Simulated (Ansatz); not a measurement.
**What a change does: single-point calculation on CCl3NSi**

System: CCl3NSi.
Method of run A: RKS PBE-D4/def2-SVP (Ansatz 0.2.0).

Text and figures count atoms from 1; the logs count them from 0 in places.

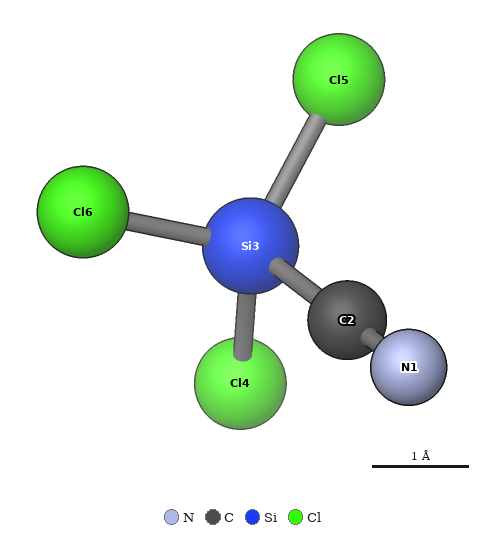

**Figure 1.** The structure as given in the input (ball-and-stick view, seen at a tilt; atoms are numbered from 1 in the order of the input).

**The input, run A**
```yaml
crystal:
  periodic: [false, false, false]
  atoms:
    - { symbol: "N", position_ang: [1.870946, -1.395127, 0.986935] }
    - { symbol: C, position_ang: [1.00513, -0.752, 0.524921] }
    - { symbol: Si, position_ang: [-0.356855, 0.259621, -0.201862] }
    - { symbol: Cl, position_ang: [-1.891424, -1.136542, -1.030464] }
    - { symbol: Cl, position_ang: [0.439455, 1.427265, -1.682455] }
    - { symbol: Cl, position_ang: [-1.103531, 1.343132, 1.193561] }
basis:
  gaussian: { orbitals: def2-SVP }
hamiltonian:
  xc: pbe
  dispersion: d4
output:
  forces: true
```

Command:
```bash
ansatz run input.yaml --threads 1 --pin off --max-ram 2560MiB --backend cpu --events-out ev --progress --plain --runs-dir out
```

Hardware: 1 thread of Arm Neoverse V1, 24 GiB of memory available, shared host.

**Output (run A)**
```
Engine: ansatz 0.2.0, aarch64-unknown-linux-gnu
Functional definition: PBE
  parameter kappa = 0.804
  parameter beta = 0.06672455060314922
  exchange = pbe_x(kappa = kappa, mu = beta*pi^2/3)
  correlation = pbe_c(beta = beta)
1111 factors; their error is unknown
mean field evaluation 1: about -47932.8887 eV, gradient 4.1e1 eV
mean field evaluation 2: about -47896.5165 eV, gradient 1.2e2 eV
mean field evaluation 4: about -47936.5022 eV, gradient 1.9e1 eV
mean field evaluation 8: about -47937.2432 eV, gradient 4.5e-2 eV
mean field evaluation 16: about -47937.1621 eV, gradient 1.1e-4 eV
mean field -47937.16210813 eV, -1761.6582144981 hartree, gradient 6.9e-6 eV, S^2 0.000000; 0 other end points of the search recorded, 0 dependent functions left out
the calculation of the forces begins
reference -47937.16213426 eV, -1761.6582154587 hartree; 39, 39 occupied and 61, 61 virtual orbitals, 1111 factors
Total energy: -47937.43289325 eV, -1761.6681656679 hartree
Atom 0 at     1.870946    -1.395127     0.986935 Å, force     0.008460     0.015297     0.018383 eV/Å
Atom 1 at     1.005130    -0.752000     0.524921 Å, force    -0.049659    -0.141979    -0.137917 eV/Å
Atom 2 at    -0.356855     0.259621    -0.201862 Å, force    -0.176732    -2.976499    -2.968593 eV/Å
Atom 3 at    -1.891424    -1.136542    -1.030464 Å, force     1.625863     1.422509     0.830289 eV/Å
Atom 4 at     0.439455     1.427265    -1.682455 Å, force    -0.032444    -0.106819    -0.089229 eV/Å
Atom 5 at    -1.103531     1.343132     1.193561 Å, force    -1.375488     1.787492     2.347067 eV/Å
Dipole moment:    -0.260114     0.421049    -0.027334 e Å
```

The input of run B differs as follows (lines with − go, lines with + come):
```diff
-    - { symbol: Cl, position_ang: [-1.891424, -1.136542, -1.030464] }
+    - { symbol: Cl, position_ang: [-1.782891, -1.037798, -0.971861] }
-    - { symbol: Cl, position_ang: [-1.103531, 1.343132, 1.193561] }
+    - { symbol: Cl, position_ang: [-1.16504, 1.432389, 1.308512] }
```

Predict how the results change.

On the same kind of shared host run B took about 170 times as long.

**Output (run B)**
```
Engine: ansatz 0.2.0, aarch64-unknown-linux-gnu
Functional definition: PBE
  parameter kappa = 0.804
  parameter beta = 0.06672455060314922
  exchange = pbe_x(kappa = kappa, mu = beta*pi^2/3)
  correlation = pbe_c(beta = beta)
1111 factors; their error is unknown
mean field evaluation 1: about -47933.3834 eV, gradient 4.1e1 eV
mean field evaluation 2: about -47899.2248 eV, gradient 1.2e2 eV
mean field evaluation 4: about -47936.9879 eV, gradient 1.8e1 eV
mean field evaluation 8: about -47937.6664 eV, gradient 1.1e-1 eV
mean field evaluation 16: about -47937.5859 eV, gradient 6.3e-5 eV
mean field -47937.58593024 eV, -1761.6737896734 hartree, gradient 6.3e-5 eV, S^2 0.000000; 0 other end points of the search recorded, 0 dependent functions left out
the calculation of the forces begins
reference -47937.58595623 eV, -1761.6737906287 hartree; 39, 39 occupied and 61, 61 virtual orbitals, 1111 factors
Total energy: -47937.85621945 eV, -1761.6837226187 hartree
Atom 0 at     1.870946    -1.395127     0.986935 Å, force     0.002014     0.001010    -0.001604 eV/Å
Atom 1 at     1.005130    -0.752000     0.524921 Å, force    -0.040024     0.009874     0.000120 eV/Å
Atom 2 at    -0.356855     0.259621    -0.201862 Å, force    -0.507786    -0.021178     0.160531 eV/Å
Atom 3 at    -1.782891    -1.037798    -0.971861 Å, force     0.369369     0.345998     0.213580 eV/Å
Atom 4 at     0.439455     1.427265    -1.682455 Å, force    -0.026926    -0.017843     0.026630 eV/Å
Atom 5 at    -1.165040     1.432389     1.308512 Å, force     0.203353    -0.317861    -0.399259 eV/Å
Dipole moment:    -0.303299     0.248321    -0.186796 e Å
```

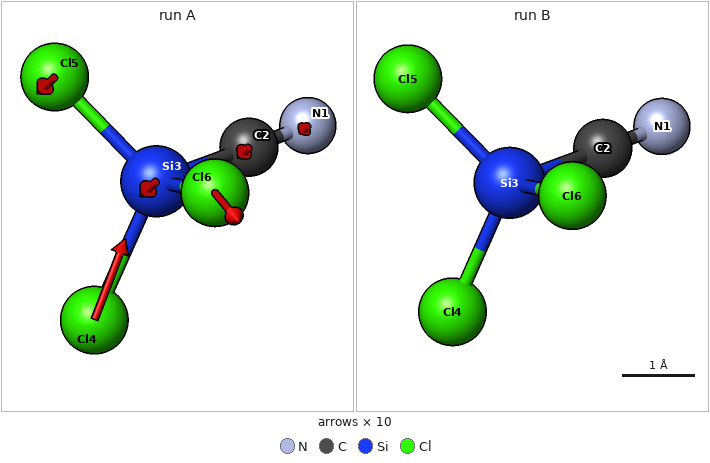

**Figure 2.** The two input geometries at one scale (ball-and-stick view, seen at a tilt). The red arrows on the first give the shifts of the atoms after the best rigid fit, magnified 10 times. The largest moves after the best rigid fit, 0.12 Å, are those of Cl4 and Cl6. By element the largest moves are Cl 0.12 Å, Si 0.05 Å, C 0.03 Å, N 0.03 Å. Among the contacts that change: Si3–Cl4 2.234 → 2.076 Å, Si3–Cl6 1.918 → 2.076 Å.

**The two runs side by side**

| quantity | run A | run B |
| --- | --- | --- |
| outcome | converged | converged |
| total energy (hartree) | −1761.668166 | – |
| largest force (eV/Å) | 4.208 | – |
| basis functions | 100 | – |
| wall time (shared host) | 3 s | 8.6 min |
